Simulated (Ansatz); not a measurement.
**CH₃AlBF (SMILES F[B]1[CH2][AlH]1): density, localisation and related maps**

The calculation's input:

```
crystal:
  periodic: [false, false, false]
  atoms:
    - {symbol: F, position_ang: [-0.817965, -1.964801, 1.151545]}
    - {symbol: B, position_ang: [-0.363069, -1.031049, 0.329859]}
    - {symbol: C, position_ang: [0.500238, 0.144448, 0.566516]}
    - {symbol: Al, position_ang: [-0.687351, 0.231133, -1.158816]}
    - {symbol: H, position_ang: [1.023733, 0.687062, -0.247890]}
    - {symbol: H, position_ang: [0.960724, 0.441293, 1.508779]}
    - {symbol: H, position_ang: [-0.555111, 1.423915, -2.195492]}
basis:
  gaussian: {orbitals: def2-TZVPP}
hamiltonian: {xc: pbe0, dispersion: d4}
output: {orbitals: {seedname: orbitals}}
```

Launched as:

```sh
ansatz run in.yaml --threads 2 --pin off --events-out ev --progress --plain --max-ram 4352MiB
```

Geometry: PBE0-D4/def2-TZVP.

Method: RKS PBE0-D4/def2-TZVPP in Ansatz.

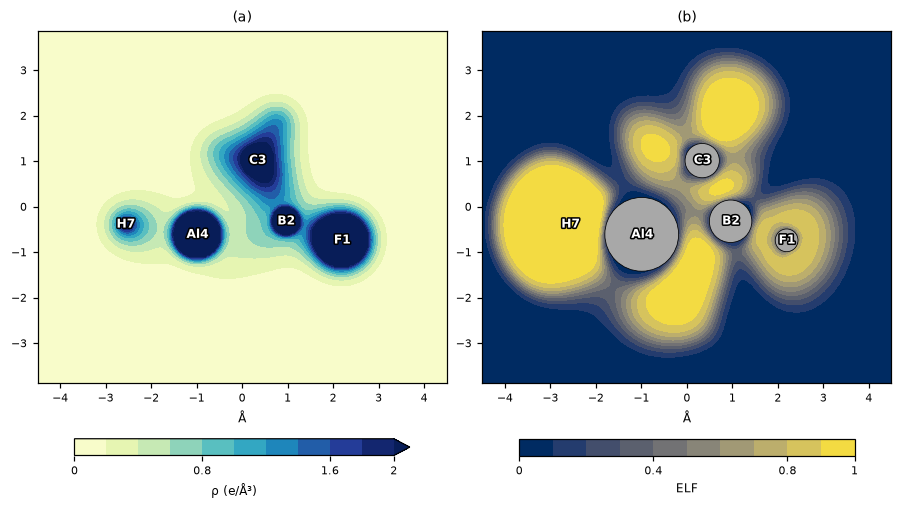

Figure 1. (a) electron density; (b) electron localisation function on the plane of atoms C3, Al4 and H7. Grey discs cover the atomic cores in the ELF map.

> Describe what can be read from this map.

- The section cuts through F, B, C, Al and H sites.
- B–F (1.32 Å): ρ is about 2.2 e/Å³ halfway; the ELF peaks at about 0.85 between the atoms: a shared but strongly polarised pair.
- C–B (1.48 Å): the density is about 1.6 e/Å³ at the midpoint; the ELF peaks at about 0.95 between the atoms, as expected for localised, covalent bonding.
- Al–B (1.98 Å): ρ at the midpoint is about 0.55 e/Å³; the ELF peaks at about 0.75 between the atoms.
- C–Al (2.10 Å): ρ is about 0.44 e/Å³ halfway; the ELF peaks at about 0.65 in the valence shell of C, 0.7 Å from its nucleus, and is about 0.40 at the midpoint.
- Al–H (1.59 Å): ρ is about 0.56 e/Å³ halfway; the ELF climbs to about 1 towards the hydrogen.
- The ELF also peaks beside F1, away from the bonds: lone-pair regions.

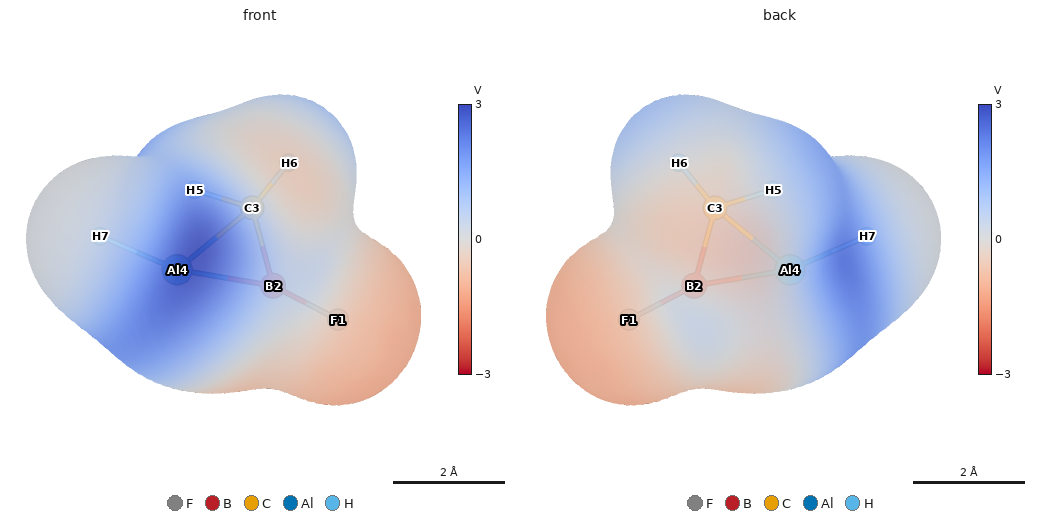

Figure 2. The molecular electrostatic potential painted on the density surface at 0.002 e/bohr³, seen from the front and from behind; the colour scale runs from red (negative) to blue (positive).

> Describe the electrostatic potential map.

The most negative region (about −1.1 V) lies over F1, the most positive (about +2.8 V) over Al4.

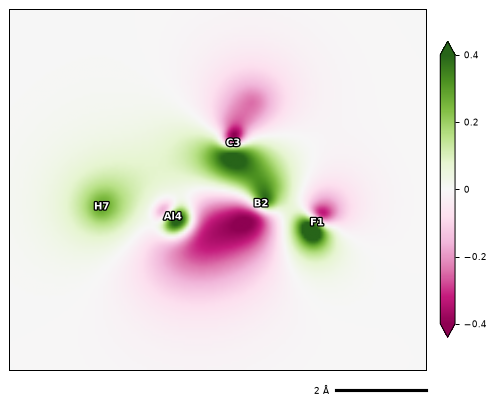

Figure 3. One frontier orbital on the plane of atoms C3, Al4 and H7 (values in Å⁻³ᐟ²; the overall sign is arbitrary).

> Which orbital is it: HOMO or LUMO?

The HOMO, at −6.57 eV. By Hirshfeld shares it lies mainly on Al4 (about 35 %), B2 (about 30 %), C3 (about 15 %) and F1 (about 5 %).
